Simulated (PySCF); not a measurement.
## Two runs on CH6Al2Cl2

System: CH6Al2Cl2, SMILES [CH3][AlH-]1[Cl+][AlH2-][Cl+]1.
Method of run A: TDDFT PBE0/6-31G*, vertical, gas phase, core orbitals frozen in the response (PySCF 2.14.0).

The geometry comes from this level: PBE0-D3(BJ)/def2-SVP. Text and figures count atoms from 1; the logs count them from 0 in places.

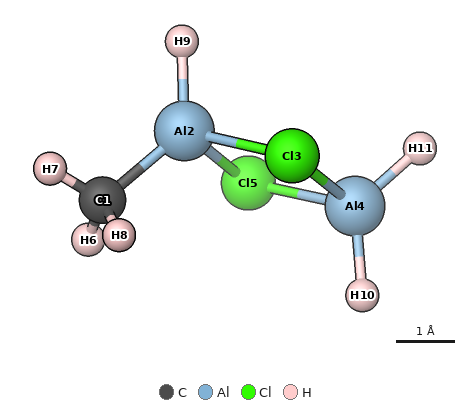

Figure 1. The structure (ball-and-stick view, seen at a tilt; atoms are numbered from 1 in the order of the input). Sticks mark near contacts. Bond lengths as drawn: Al–C 1.94 Å, Al–Cl 2.31 to 2.33 Å, Al–H 1.58 Å and C–H 1.10 Å.

### Input file, run A
```
{"job": {"kind": "uv", "xc": "PBE0", "basis": "6-31G*"}, "charge": 0, "multiplicity": 1}
C     -2.088027    -0.363395    -0.111325
Al    -0.604754     0.893525    -0.064352
Cl     0.929772     0.212043     1.553511
Al     2.452295    -0.363316    -0.086585
Cl     0.939224     0.286267    -1.704429
H     -2.120718    -0.901947    -1.072296
H     -3.054555     0.149519     0.018663
H     -1.997844    -1.119818     0.684704
H     -0.632718     2.470632    -0.017729
H      2.566283    -1.936210    -0.126881
H      3.631576     0.682766    -0.057432
```

The first line tells a small driver script what to run in PySCF; the rest is the geometry in Å.

Hardware: 1 CPU thread, shared host.

### Output (run A)
```
coarse grid: 11304 points
cycle   1  E = -1446.4801440624  dE =  3.843e-02  |g| = 4.157e-01  |ddm| = 2.733e+00
cycle   2  E = -1446.4771507336  dE =  2.993e-03  |g| = 4.277e-01  |ddm| = 8.623e-01
cycle   3  E = -1446.5294861977  dE = -5.234e-02  |g| = 3.733e-02  |ddm| = 4.376e-01
cycle   4  E = -1446.5298751316  dE = -3.889e-04  |g| = 1.304e-02  |ddm| = 5.700e-02
cycle   5  E = -1446.5299270131  dE = -5.188e-05  |g| = 1.718e-03  |ddm| = 1.801e-02
cycle   6  E = -1446.5299280984  dE = -1.085e-06  |g| = 1.696e-04  |ddm| = 2.798e-03
final grid: 90712 points
cycle   7  E = -1446.4716224786  dE = -8.659e-06  |g| = 4.817e-03  |ddm| = 1.400e-02
cycle   8  E = -1446.4716203910  dE =  2.088e-06  |g| = 5.644e-03  |ddm| = 9.637e-03
cycle   9  E = -1446.4716289840  dE = -8.593e-06  |g| = 2.724e-04  |ddm| = 4.913e-03
cycle  10  E = -1446.4716290074  dE = -2.337e-08  |g| = 4.844e-05  |ddm| = 4.530e-04
cycle  11  E = -1446.4716290081  dE = -6.694e-10  |g| = 1.022e-05  |ddm| = 6.850e-05
converged SCF energy = -1446.4716290081

Static polarisability (au): isotropic 74.261, principal 67.706 68.103 86.975

Singlet excitations
state   eV       nm        f      main configurations
  1   6.2757    197.6   0.00029   H->L 0.95
  2   6.7286    184.3   0.00002   H-1->L 0.92
  3   7.3117    169.6   0.00335   H->L+1 0.78, H-1->L+1 0.14
  4   7.4595    166.2   0.00003   H-2->L 0.97
  5   7.4672    166.0   0.00748   H->L+2 0.85
  6   7.8144    158.7   0.00020   H->L+3 0.90
  7   7.8398    158.1   0.00223   H-1->L+1 0.75, H->L+1 0.18
  8   8.0555    153.9   0.02034   H-3->L 0.97
  9   8.2460    150.4   0.09342   H->L+4 0.47, H-1->L+2 0.46
 10   8.3304    148.8   0.15615   H-1->L+2 0.41, H->L+4 0.36

Triplet excitations (Tamm-Dancoff, eV): 5.9998 6.3215 6.9632 7.0583
```

The input of run B differs as follows (lines with − go, lines with + come):
```diff
-"basis": "6-31G*"
+"basis": "def2-SVP"
```

Predict how the results change.

The total energy of run B is 244.8 kcal/mol higher, which measures the change of basis and not a stability. The LUMO goes from −0.67 to −0.62 eV. The dipole moment goes from 1.00 to 0.96 D. The lowest excitation goes from 6.28 to 6.33 eV. The strongest computed line goes from 8.33 to 8.40 eV. The number of SCF iterations is the same. The basis functions go from 98 to 116.

### Output (run B)
```
coarse grid: 11304 points
cycle   1  E = -1445.8723759144  dE = -1.392e-02  |g| = 4.009e-01  |ddm| = 3.078e+00
cycle   2  E = -1445.8698692897  dE =  2.507e-03  |g| = 4.122e-01  |ddm| = 8.663e-01
cycle   3  E = -1445.9179215697  dE = -4.805e-02  |g| = 3.881e-02  |ddm| = 4.578e-01
cycle   4  E = -1445.9183415981  dE = -4.200e-04  |g| = 1.363e-02  |ddm| = 6.173e-02
cycle   5  E = -1445.9183923843  dE = -5.079e-05  |g| = 2.106e-03  |ddm| = 1.741e-02
cycle   6  E = -1445.9183938650  dE = -1.481e-06  |g| = 2.604e-04  |ddm| = 2.999e-03
final grid: 90712 points
cycle   7  E = -1446.0814674477  dE = -1.021e-05  |g| = 4.692e-03  |ddm| = 1.256e-02
cycle   8  E = -1446.0814653816  dE =  2.066e-06  |g| = 5.447e-03  |ddm| = 9.830e-03
cycle   9  E = -1446.0814734031  dE = -8.021e-06  |g| = 2.955e-04  |ddm| = 5.246e-03
cycle  10  E = -1446.0814734268  dE = -2.375e-08  |g| = 3.442e-05  |ddm| = 4.381e-04
cycle  11  E = -1446.0814734271  dE = -3.033e-10  |g| = 1.245e-05  |ddm| = 5.622e-05
converged SCF energy = -1446.0814734271

Static polarisability (au): isotropic 75.573, principal 65.816 71.168 89.736

Singlet excitations
state   eV       nm        f      main configurations
  1   6.3338    195.8   0.00043   H->L 0.96
  2   6.7635    183.3   0.00010   H-1->L 0.92
  3   7.4398    166.6   0.00425   H->L+1 0.84, H-1->L+1 0.08
  4   7.4864    165.6   0.00001   H-2->L 0.98
  5   7.6154    162.8   0.01293   H->L+2 0.76, H-1->L+1 0.17
  6   8.0030    154.9   0.00018   H->L+3 0.92
  7   8.0068    154.8   0.00354   H-1->L+1 0.67, H->L+1 0.13, H->L+2 0.10
  8   8.1003    153.1   0.01945   H-3->L 0.97
  9   8.3202    149.0   0.03442   H-1->L+2 0.59, H->L+4 0.30
 10   8.3951    147.7   0.21776   H->L+4 0.46, H-1->L+2 0.23, H-1->L+4 0.10

Triplet excitations (Tamm-Dancoff, eV): 6.0259 6.3357 7.0361 7.1145
```

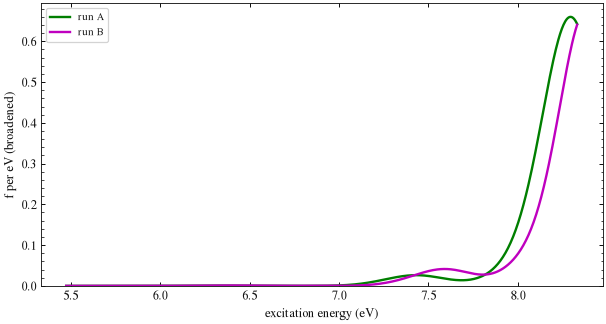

Figure 2. Absorption of the two runs from their computed states, each broadened by a Gaussian of 0.35 eV full width; the range ends where the shorter list of states ends.

### The two runs side by side

| quantity | run A | run B |
| --- | --- | --- |
| outcome | converged | converged |
| total energy (hartree) | −1446.471629 | −1446.081473 |
| HOMO (eV) | −8.15 | −8.18 |
| LUMO (eV) | −0.67 | −0.62 |
| dipole moment (D) | 1.00 | 0.96 |
| lowest excitation (eV) | 6.28 | 6.33 |
| SCF iterations | 11 | 11 |
| strongest computed line (eV) | 8.33 | 8.40 |
| basis functions | 98 | 116 |
| wall time (shared host) | 8.1 s | 9.9 s |
